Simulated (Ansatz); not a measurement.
**BSi2H (singlet): one geometry, many settings at a displaced geometry (v2)**

What do other methods and options give for BSi2H (singlet) at this geometry, and how long do they take?

Computed with Ansatz 0.2.0, Gaussian basis. Level: the settings change from run to run.

15 further runs of the same task are left out: 6 that didn't finish, 9 set aside as unsound or not needed.

## 1. What is computed

The geometry is a PBE0/def2-TZVP stationary point (not a proven minimum) with its atoms shifted at random (size 0.100 Å).

4 atoms, charge 0, spin multiplicity 1.

Atoms are counted from 1 here; the program's logs count them from 0.

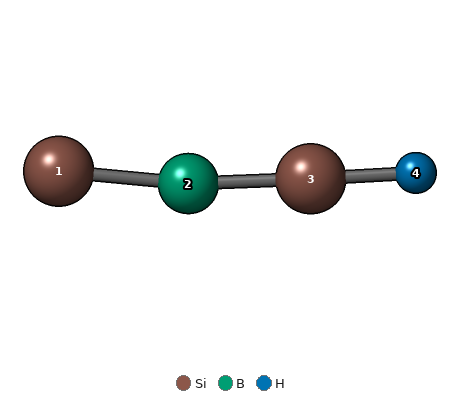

The geometry (silicon brown, boron teal, hydrogen blue); atoms are numbered from 1 in the order of the file.

## 2. CCSDT/6-31G

File in.yaml:

```yaml
crystal:
  periodic: [false, false, false]
  atoms:
    - {symbol: Si, position_ang: [0.064568, 0.023749, -2.631759]}
    - {symbol: B, position_ang: [-0.100306, 0.032123, -0.783665]}
    - {symbol: Si, position_ang: [-0.023685, -0.000301, 0.959755]}
    - {symbol: H, position_ang: [0.059423, -0.055571, 2.455669]}
basis:
  gaussian: {orbitals: 6-31G}
magnetization: {spin_polarized: false}
hamiltonian: {xc: {name: B3LYP}}
correlation: {method: ccsdt, electrons: outside_noble_gas}
```

Run with:

```
$ ansatz run in.yaml --threads 1 --pin off --events-out ev --progress --plain --max-ram 2393MiB
```

The log of the run, cut to the lines that bear on the results:

```text
Functional definition: B3LYP
  name "B3LYP"
  cite "Stephens, Devlin, Chabalowski & Frisch, J. Phys. Chem. 98, 11623 (1994) doi:10.1021/j100096a001"
  cite "Becke, Phys. Rev. A 38, 3098 (1988) doi:10.1103/PhysRevA.38.3098"
  cite "Lee, Yang & Parr, Phys. Rev. B 37, 785 (1988) doi:10.1103/PhysRevB.37.785"
  cite "Vosko, Wilk & Nusair, Can. J. Phys. 58, 1200 (1980) doi:10.1139/p80-159"
[...]
747 factors; integrals over basis functions are off by at most 1.3e-7 eV
[...]
mean field -16442.05944529 eV, -604.2345397863 hartree, gradient 3.9e-6 eV, S^2 0.000000; 0 other end points of the search recorded, 0 dependent functions left out
11 core orbitals not correlated: weight in the atoms' cores, before any rotation towards them, 1.000 or more for the frozen orbitals, at most 0.000 for the correlated occupied ones
reference -16403.89672641 eV, -602.8320857351 hartree; 6, 6 occupied and 20, 20 virtual orbitals, 747 factors
second order -5.43856772 eV of doubles, -0.31550786 eV of singles
cycle   1  -5.16402921 eV  change    5.7e-1 eV  update   1.9e-1
[...]
cycle  19  -6.16869352 eV  change    6.4e-7 eV  update   1.2e-6
Total energy: -16410.06541994 eV, -603.0587810408 hartree
```

Run time: 2.9 s. Hardware: 1 thread of Arm Neoverse V2, shared host.

From the report: correlation -6.1687 eV; T1 0.014; largest double amplitude 0.16. The orbitals are Kohn-Sham ones, so correlation energy and T1 don't compare with those on Hartree-Fock orbitals.

## 3. CISD/cc-pVDZ

in.yaml: that of step 2 with these lines changed.

```diff
@@ -8,5 +8,4 @@
 basis:
-  gaussian: {orbitals: 6-31G}
-magnetization: {spin_polarized: false}
-hamiltonian: {xc: {name: B3LYP}}
-correlation: {method: ccsdt, electrons: outside_noble_gas}
+  gaussian: {orbitals: cc-pVDZ}
+correlation: {active_space: {ras: {orbitals: [6, 0, 38], electrons: 12, max_holes: 2, max_particles: 2}, fixed_orbitals: true}}
+scf: {lower_state_search: off}
```

Same command.

The log of the run:

```text
Functional definition: HF
  name "HF"
  cite "Fock, Z. Phys. 61, 126 (1930) doi:10.1007/BF01340294"
  parent pbe
  exchange = exact_x
  correlation = 0
these checks for a lower state are left out or cut short: stability, starts, cluster_reference, orbital_swaps, neighbouring_geometries, increment
545 factors; integrals over basis functions are off by at most 1.2e-3 eV
mean field evaluation 1: about -16404.2733 eV, gradient 2.1e1 eV
mean field evaluation 2: about -16404.3332 eV, gradient 2.1e1 eV
mean field evaluation 4: about -16406.3086 eV, gradient 3.6e0 eV
mean field evaluation 8: about -16406.4176 eV, gradient 5.0e-1 eV
mean field -16406.41991644 eV, -602.9248112585 hartree, gradient 1.2e-6 eV, S^2 0.000000; 0 other end points of the search recorded, 0 dependent functions left out
reference -16406.41991644 eV, -602.9248112585 hartree; 17, 17 occupied and 38, 38 virtual orbitals, 545 factors
state -16413.41254674 eV, -603.1817856822 hartree
Total energy: -16413.41254674 eV, -603.1817856822 hartree
Checks for a lower state left out: stability, starts, cluster_reference, orbital_swaps, neighbouring_geometries, increment
```

Wall time 1.4 s (1 thread of Arm Neoverse V2, shared host).

From the report: 73,531 determinants.

## 4. CCSD/6-31G

in.yaml: that of step 3 with these lines changed.

```diff
@@ -8,4 +8,6 @@
 basis:
-  gaussian: {orbitals: cc-pVDZ}
-correlation: {active_space: {ras: {orbitals: [6, 0, 38], electrons: 12, max_holes: 2, max_particles: 2}, fixed_orbitals: true}}
-scf: {lower_state_search: off}
+  gaussian: {orbitals: 6-31G}
+magnetization: {spin_polarized: false}
+hamiltonian: {xc: {name: r2SCAN}}
+correlation: {method: ccsd, electrons: valence}
+accuracy: high
```

Same command.

The log of the run, cut to the lines that bear on the results:

```text
Functional definition: r2SCAN
  name "r2SCAN"
  cite "Furness, Kaplan, Ning, Perdew & Sun, J. Phys. Chem. Lett. 11, 8208 (2020) doi:10.1021/acs.jpclett.0c02405"
  cite "Furness, Kaplan, Ning, Perdew & Sun, J. Phys. Chem. Lett. 11, 9248 (2020) doi:10.1021/acs.jpclett.0c03077"
  parent r2scan
[...]
791 factors; integrals over basis functions are off by at most 3.6e-9 eV
[...]
mean field -16438.98927412 eV, -604.1217130767 hartree, gradient 5.6e-8 eV, S^2 0.000000; 0 other end points of the search recorded, 0 dependent functions left out; unrestricted orbitals would lower it
unrestricted determinant -16405.09077539 eV, -602.8759662258 hartree, S^2 1.2417
11 core orbitals not correlated: weight in the atoms' cores, before any rotation towards them, 1.000 or more for the frozen orbitals, at most 0.000 for the correlated occupied ones
reference -16403.87001797 eV, -602.8311042180 hartree; 6, 6 occupied and 20, 20 virtual orbitals, 791 factors
second order -5.50278298 eV of doubles, -0.33945227 eV of singles
cycle   1  -5.18111619 eV  change    6.5e-1 eV  update   1.6e-1
[...]
cycle  26  -5.74379409 eV  change  -8.9e-10 eV  update  9.3e-10
WARN: the results are in doubt because among natural orbitals full CI differs from the method by -0.135 eV
Total energy: -16409.61381206 eV, -603.0421847577 hartree
In doubt: among natural orbitals full CI differs from the method by -0.135 eV
```

It took 8 s on 1 thread of Arm Neoverse V2, shared host.

From the report: correlation -5.7438 eV; T1 0.019; largest double amplitude 0.13. The orbitals are Kohn-Sham ones, so correlation energy and T1 don't compare with those on Hartree-Fock orbitals. Mind the lines of doubt at the end of the log.

## 5. HF/cc-pVDZ

in.yaml: that of step 4 with these lines changed.

```diff
@@ -8,6 +8,5 @@
 basis:
-  gaussian: {orbitals: 6-31G}
+  gaussian: {orbitals: cc-pVDZ}
 magnetization: {spin_polarized: false}
-hamiltonian: {xc: {name: r2SCAN}}
-correlation: {method: ccsd, electrons: valence}
-accuracy: high
+hamiltonian: {xc: hf, pseudopotentials: {relativity: scalar}}
+output: {forces: true, orbitals: {seedname: orbitals}}
```

Same command.

The log of the run, cut to the lines that bear on the results:

```text
Functional definition: HF
  name "HF"
  cite "Fock, Z. Phys. 61, 126 (1930) doi:10.1007/BF01340294"
  parent pbe
[...]
545 factors; integrals over basis functions are off by at most 1.2e-3 eV
[...]
mean field -16436.12969994 eV, -604.0166256639 hartree, gradient 1.7e-5 eV, S^2 0.000000; 2 other end points of the search recorded, 0 dependent functions left out
[...]
reference -16436.12969994 eV, -604.0166256639 hartree; 17, 17 occupied and 38, 38 virtual orbitals, 545 factors
Total energy: -16436.12969994 eV, -604.0166256639 hartree
Relativity: scalar
Atom 0 at     0.064568     0.023749    -2.631759 Å, force     0.004758    -0.002851     0.353803 eV/Å
Atom 1 at    -0.100306     0.032123    -0.783665 Å, force    -0.048179     0.010824     0.000935 eV/Å
Atom 2 at    -0.023685    -0.000301     0.959755 Å, force     0.102116    -0.042593     0.271532 eV/Å
Atom 3 at     0.059423    -0.055571     2.455669 Å, force    -0.058695     0.034619    -0.626270 eV/Å
Dipole moment:     0.038770    -0.009511     0.295573 e Å
```

It took 0.96 s on 1 thread of Arm Neoverse V2, shared host.

## 6. BCCD on UHF/STO-3G

File in.yaml:

```yaml
crystal:
  periodic: [false, false, false]
  atoms:
    - {symbol: Si, position_ang: [0.064568, 0.023749, -2.631759]}
    - {symbol: B, position_ang: [-0.100306, 0.032123, -0.783665]}
    - {symbol: Si, position_ang: [-0.023685, -0.000301, 0.959755]}
    - {symbol: H, position_ang: [0.059423, -0.055571, 2.455669]}
basis:
  gaussian: {orbitals: STO-3G, point_charges: [{charge: 1.00, position_ang: [2.660, -0.496, 0.796]}]}
magnetization: {spin_polarized: true, initial_magnetization: 0}
correlation: {method: bccd, electrons: outside_noble_gas}
scf: {lower_state_search: off}
```

The command is unchanged.

The log of the run, cut to the lines that bear on the results:

```text
Functional definition: HF
  name "HF"
  cite "Fock, Z. Phys. 61, 126 (1930) doi:10.1007/BF01340294"
  parent pbe
[...]
265 factors; integrals over basis functions are off by at most 3.2e-5 eV
[...]
mean field -16214.14585438 eV, -595.8588698057 hartree, gradient 7.8e-6 eV, S^2 0.000000; 0 other end points of the search recorded, 0 dependent functions left out
11 core orbitals not correlated: weight in the atoms' cores, before any rotation towards them, 0.999 or more for the frozen orbitals, at most 0.000 for the correlated occupied ones
reference -16214.14585438 eV, -595.8588698057 hartree; 6, 6 occupied and 7, 7 virtual orbitals, 265 factors
second order -5.01552443 eV of doubles, -0.00000000 eV of singles
cycle   1  -4.95783460 eV  change    5.8e-2 eV  update   1.7e-1
[...]
cycle  14  -5.57471704 eV  change   -7.8e-6 eV  update   1.2e-5
Total energy: -16219.72057142 eV, -596.0637368783 hartree
Checks for a lower state left out: stability, starts, cluster_reference, orbital_swaps, neighbouring_geometries, increment
```

It took 0.21 s on 1 thread of Arm Neoverse V2, shared host.

From the report: ⟨S²⟩ of the determinant 0.000 (pure singlet: 0.00); correlation -5.5747 eV; largest double amplitude 0.15.

## 7. MP2 on RHF/6-31++G**

File in.yaml:

```yaml
crystal:
  periodic: [false, false, false]
  atoms:
    - {symbol: Si, position_ang: [0.064568, 0.023749, -2.631759]}
    - {symbol: B, position_ang: [-0.100306, 0.032123, -0.783665]}
    - {symbol: Si, position_ang: [-0.023685, -0.000301, 0.959755]}
    - {symbol: H, position_ang: [0.059423, -0.055571, 2.455669]}
basis:
  gaussian: {orbitals: "6-31++G**"}
magnetization: {spin_polarized: false}
correlation: {method: mp2, electrons: outside_noble_gas}
```

The command is unchanged.

The log of the run, cut to the lines that bear on the results:

```text
Functional definition: HF
  name "HF"
  cite "Fock, Z. Phys. 61, 126 (1930) doi:10.1007/BF01340294"
  parent pbe
[...]
602 factors; integrals over basis functions are off by at most 1.5e-3 eV
[...]
mean field -16405.56741916 eV, -602.8934825611 hartree, gradient 8.8e-6 eV, S^2 0.000000; 4 other end points of the search recorded, 0 dependent functions left out; unrestricted orbitals would lower it
11 core orbitals not correlated: weight in the atoms' cores, before any rotation towards them, 1.000 or more for the frozen orbitals, at most 0.000 for the correlated occupied ones
reference -16405.56741916 eV, -602.8934825611 hartree; 6, 6 occupied and 54, 54 virtual orbitals, 602 factors
second order -7.09058963 eV of doubles, -0.00000000 eV of singles
Total energy: -16412.65800879 eV, -603.1540569239 hartree
```

Wall time 0.93 s (1 thread of Arm Neoverse V2, shared host).

## 8. MP2 on RHF/cc-pVDZ

in.yaml: that of step 7 with these lines changed.

```diff
@@ -8,4 +8,4 @@
 basis:
-  gaussian: {orbitals: "6-31++G**"}
+  gaussian: {orbitals: cc-pVDZ}
 magnetization: {spin_polarized: false}
-correlation: {method: mp2, electrons: outside_noble_gas}
+correlation: {method: mp2, electrons: valence}
```

Launched as before.

The log of the run, cut to the lines that bear on the results:

```text
Functional definition: HF
  name "HF"
  cite "Fock, Z. Phys. 61, 126 (1930) doi:10.1007/BF01340294"
  parent pbe
[...]
545 factors; integrals over basis functions are off by at most 1.2e-3 eV
[...]
mean field -16406.41991644 eV, -602.9248112585 hartree, gradient 1.2e-6 eV, S^2 0.000000; 4 other end points of the search recorded, 0 dependent functions left out; unrestricted orbitals would lower it
11 core orbitals not correlated: weight in the atoms' cores, before any rotation towards them, 1.000 or more for the frozen orbitals, at most 0.000 for the correlated occupied ones
reference -16406.41991644 eV, -602.9248112585 hartree; 6, 6 occupied and 38, 38 virtual orbitals, 545 factors
second order -7.39090407 eV of doubles, -0.00000000 eV of singles
Total energy: -16413.81082052 eV, -603.1964219735 hartree
```

It took 0.69 s on 1 thread of Arm Neoverse V2, shared host.

## 9. MP2 on RHF/cc-pVDZ

in.yaml: that of step 8 with these lines changed.

```diff
@@ -10,2 +10,4 @@
 magnetization: {spin_polarized: false}
-correlation: {method: mp2, electrons: valence}
+correlation: {method: mp2, electrons: outside_noble_gas}
+scf: {lower_state_search: off}
+output: {forces: true}
```

The command is unchanged.

The log of the run, cut to the lines that bear on the results:

```text
Functional definition: HF
  name "HF"
  cite "Fock, Z. Phys. 61, 126 (1930) doi:10.1007/BF01340294"
  parent pbe
[...]
545 factors; integrals over basis functions are off by at most 1.2e-3 eV
[...]
mean field -16406.41991644 eV, -602.9248112585 hartree, gradient 1.2e-6 eV, S^2 0.000000; 0 other end points of the search recorded, 0 dependent functions left out; unrestricted orbitals would lower it
11 core orbitals not correlated: weight in the atoms' cores, before any rotation towards them, 1.000 or more for the frozen orbitals, at most 0.000 for the correlated occupied ones
reference -16406.41991644 eV, -602.9248112585 hartree; 6, 6 occupied and 38, 38 virtual orbitals, 545 factors
second order -7.39090407 eV of doubles, -0.00000000 eV of singles
[...]
Total energy: -16413.81082052 eV, -603.1964219735 hartree
Atom 0 at     0.064568     0.023749    -2.631759 Å, force     0.017071    -0.000898    -0.114000 eV/Å
Atom 1 at    -0.100306     0.032123    -0.783665 Å, force    -0.111421     0.038721    -1.659529 eV/Å
Atom 2 at    -0.023685    -0.000301     0.959755 Å, force     0.124792    -0.056190     2.130758 eV/Å
Atom 3 at     0.059423    -0.055571     2.455669 Å, force    -0.030442     0.018367    -0.357229 eV/Å
Dipole moment:     0.017342    -0.007367     0.434058 e Å
Checks for a lower state left out: starts, cluster_reference, orbital_swaps, neighbouring_geometries, increment
```

Run time: 0.78 s. Hardware: 1 thread of Arm Neoverse V2, shared host.

## 10. CCSD(T)/def2-mTZVP

in.yaml: that of step 9 with these lines changed.

```diff
@@ -8,6 +8,5 @@
 basis:
-  gaussian: {orbitals: cc-pVDZ}
+  gaussian: {orbitals: def2-mTZVP}
 magnetization: {spin_polarized: false}
-correlation: {method: mp2, electrons: outside_noble_gas}
-scf: {lower_state_search: off}
-output: {forces: true}
+hamiltonian: {xc: {name: B3LYP}}
+correlation: {method: ccsd_t, electrons: all, diis_vectors: 2}
```

Launched as before.

The log of the run, cut to the lines that bear on the results:

```text
Functional definition: B3LYP
  name "B3LYP"
  cite "Stephens, Devlin, Chabalowski & Frisch, J. Phys. Chem. 98, 11623 (1994) doi:10.1021/j100096a001"
  cite "Becke, Phys. Rev. A 38, 3098 (1988) doi:10.1103/PhysRevA.38.3098"
  cite "Lee, Yang & Parr, Phys. Rev. B 37, 785 (1988) doi:10.1103/PhysRevB.37.785"
  cite "Vosko, Wilk & Nusair, Can. J. Phys. 58, 1200 (1980) doi:10.1139/p80-159"
[...]
576 factors; integrals over basis functions are off by at most 1.3e-3 eV
[...]
mean field -16444.02943024 eV, -604.3069353979 hartree, gradient 1.8e-6 eV, S^2 0.000000; 0 other end points of the search recorded, 0 dependent functions left out
reference -16405.88582907 eV, -602.9051839097 hartree; 17, 17 occupied and 49, 49 virtual orbitals, 576 factors
second order -10.06864405 eV of doubles, -0.56062692 eV of singles
cycle   1  -9.71908896 eV  change    8.9e-1 eV  update   1.8e-1
[...]
cycle  13  -10.41407808 eV  change   -3.1e-5 eV  update   2.3e-5
perturbative correction -0.76943492 eV, -0.0282762116 hartree
Total energy: -16417.06934207 eV, -603.3161704317 hartree
```

It took 8 s on 1 thread of Arm Neoverse V2, shared host.

From the report: correlation -11.1835 eV; T1 0.008; largest double amplitude 0.12. The orbitals are Kohn-Sham ones, so correlation energy and T1 don't compare with those on Hartree-Fock orbitals.

## 11. All runs side by side

 † marks a result that the program doubts.

```csv
level,correlated,functions,energy (eV),time
CCSDT/6-31G (on B3LYP orbitals),outside noble gas,37,-16410.0654,2.9 s
CISD/cc-pVDZ,outside noble gas,55,-16413.4125,1.4 s
CCSD/6-31G (on r2SCAN orbitals) †,valence,37,-16409.6138,8 s
HF/cc-pVDZ (relativity set),,55,-16436.1297,0.96 s
BCCD on UHF/STO-3G (beside a point charge),outside noble gas,24,-16219.7206,0.21 s
MP2 on RHF/6-31++G**,outside noble gas,71,-16412.6580,0.93 s
MP2 on RHF/cc-pVDZ,valence,55,-16413.8108,0.69 s
MP2 on RHF/cc-pVDZ,outside noble gas,55,-16413.8108,0.78 s
CCSD(T)/def2-mTZVP (on B3LYP orbitals),all,66,-16417.0693,8 s
```

## 12. Results

```
quantity                                               value
    runs                                                   9
quickest  BCCD on UHF/STO-3G (beside a point charge), 0.21 s
 slowest              CCSD/6-31G (on r2SCAN orbitals) †, 8 s
```

What this shows: Total energies in different bases, with other cores or another treatment of relativity can't be set against each other. CCSD/6-31G (on r2SCAN orbitals) † took 38 times as long as BCCD on UHF/STO-3G (beside a point charge); the jobs differ in more than the method.
